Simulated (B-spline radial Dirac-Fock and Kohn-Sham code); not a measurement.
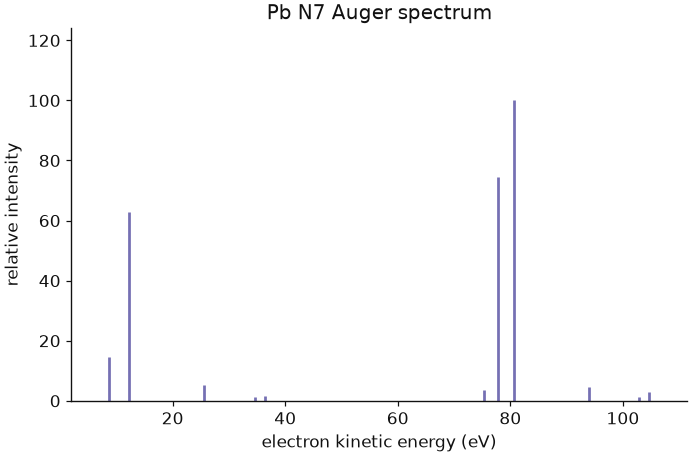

Auger groups that fill an N7 (4f7/2) hole, as sticks. Kinetic energies count from the vacuum level; very weak lines are left out. Species: the lead atom, configuration [Xe] 4f14 5d10 6s2 6p2. Level of theory: independent-particle Coulomb rates on relativistic LDA orbitals, configuration-average energies from Dirac–Fock; calculated with a B-spline radial code.

The strongest group is N7-O5O5 at 80.60 eV (36 % of the non-radiative width), followed by N7-O4O5 at 77.78 eV (27 %), N7-O3O5 at 12.33 eV (23 %), N7-O3O4 at 8.736 eV (5.3 %). The lines shown span 8.736 eV to 104.7 eV.
